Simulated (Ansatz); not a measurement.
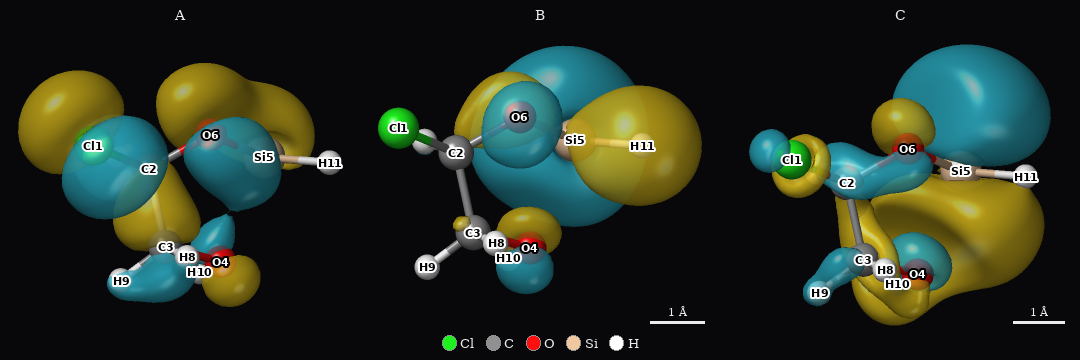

Figure 1: C$_{2}$H$_{5}$ClO$_{2}$Si. Three frontier orbitals at ±0.08 Å⁻³ᐟ² (yellow and cyan are the two phases), in no order.

The calculation used RKS PBE/6-31G* (Ansatz 0.2.0).

Input file:

```
crystal:
  periodic: [false, false, false]
  atoms:
    - { symbol: Cl, position_ang: [-2.2862, -0.6877, 1.2283] }
    - { symbol: C, position_ang: [-1.1058, -0.1443, 0.0445] }
    - { symbol: C, position_ang: [0.0302, -1.143, -0.0267] }
    - { symbol: O, position_ang: [1.2625, -0.4313, -0.577] }
    - { symbol: Si, position_ang: [1.0171, 1.1642, -0.1629] }
    - { symbol: O, position_ang: [-0.5541, 1.1402, 0.4354] }
    - { symbol: H, position_ang: [-1.5583, -0.0285, -0.9302] }
    - { symbol: H, position_ang: [0.3912, -1.491, 0.9757] }
    - { symbol: H, position_ang: [-0.1752, -1.9929, -0.5968] }
    - { symbol: H, position_ang: [2.00986, -0.35088, -1.22127] }
    - { symbol: H, position_ang: [1.951, 1.5279, 0.9549] }
basis:
  gaussian: { orbitals: "6-31G*" }
hamiltonian:
  xc: pbe
relax:
  f_tol: 0.02
  max_steps: 50
output:
  orbitals: {}
```

Command:

```sh
ansatz run input.yaml --threads 2 --pin off --max-ram 3072MiB --backend cpu --events-out ev --progress --plain --runs-dir out
```

The fields are those of the relaxed geometry.

**Which picture is the HOMO−1, the HOMO and the LUMO?**

A is the HOMO−1 (−6.76 eV). By Hirshfeld shares it lies mainly on O6 (about 30 %), Cl1 (about 30 %), C2 (about 10 %), Si5 (about 10 %), C3 (about 10 %) and H7 (about 5 %). B is the HOMO (−4.94 eV). It lies mainly on Si5 (about 60 %), H11 (about 15 %) and O6 (about 15 %). C is the LUMO (−1.93 eV). It lies mainly on Si5 (about 65 %), O4 (about 10 %) and O6 (about 5 %).

**What is the HOMO–LUMO gap?**

3.01 eV between the orbital energies.
